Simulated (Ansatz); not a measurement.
**Fields on a plane of SrHfO3 (cubic perovskite)**

```
CELL_PARAMETERS angstrom
      4.10580     0.00000     0.00000
      0.00000     4.10580     0.00000
      0.00000     0.00000     4.10580
ATOMIC_POSITIONS crystal
  Sr 0.50000 0.50000 0.50000
  Hf 0.00000 0.00000 0.00000
  O  0.00000 0.50000 0.00000
  O  0.50000 0.00000 0.00000
  O  0.00000 0.00000 0.50000
```

The slice is a {210} plane (indices of the conventional cell) through the point (0.000, 0.000, 0.000) (fractional), spanned by u = [100] and v = [021] in vectors of this cell: u (4.11 Å) and v (9.18 Å, at 90° to u). It covers one period; positions are fractions (u, v).

Atoms on it: Hf at (0.00, 0.00); O at (0.50, 0.00); O at (0.00, 0.50). Other atoms lie within 1 Å of the plane.

The numbers are results of PBEsol (plane waves to 420 eV, PAW, scalar-relativistic; Ansatz, a quantum-chemistry and plane-wave program), not measurements. k mesh 8×8×8. Near the nuclei the fields are pseudised (PAW); where an atom keeps semicore shells as valence, they peak there. Spin-orbit coupling is left out, though Hf is heavy. SrHfO3 is run without spin polarisation. SrHfO3 was relaxed with its symmetry unable to fall.

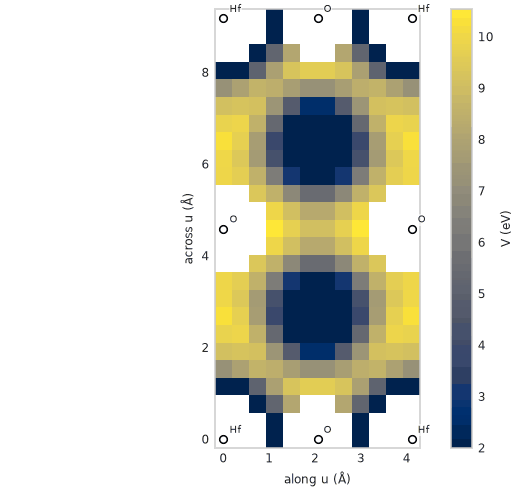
Fig. 1. Electrostatic potential energy of an electron, from the cell's mean, in eV, one period of the plane, atoms marked. Points within 0.9 Å of a nucleus are left white, as the pseudised field means little there. Values under 2 eV are set to 2. The zero, the cell's mean, hangs on the PAW cores.

```
|2299661100222200116699|
|6699662200000000226699|
|2233221100000000112233|
|0011111100000000111111|
|0000000000000000000000|
|0000000000000000000000|
|0000000011000011000000|
|0000001111111111110000|
|0000001111000011110000|
|0000000000000000000000|
|2222000000000000000022|
|1133000000000000000033|
|2222000000000000000022|
|0000000000000000000000|
|0000001111000011110000|
|0000001111111111110000|
|0000000011000011000000|
|0000000000000000000000|
|0000000000000000000000|
|0011111100000000111111|
|2233221100000000112233|
|6699662200000000226699|
|2299661100222200116699|
|0000000000111100000000|
```
Scale: ten equal steps from 0.001 (start of '0') to 0.186 (end of '9'), in the order '0123456789'. Values: density of the lowest conduction band (whole band as if filled, smooth part) in e/Å³. The map has 11 points along u (two characters each, u = 0 at the left) and 24 along v (v = 0 in the bottom row). 

Element round which the density of the highest valence band (whole band, smooth part) is largest on this plane: O
Element round which the density of the lowest conduction band (whole band as if filled, smooth part) is largest on this plane: Hf
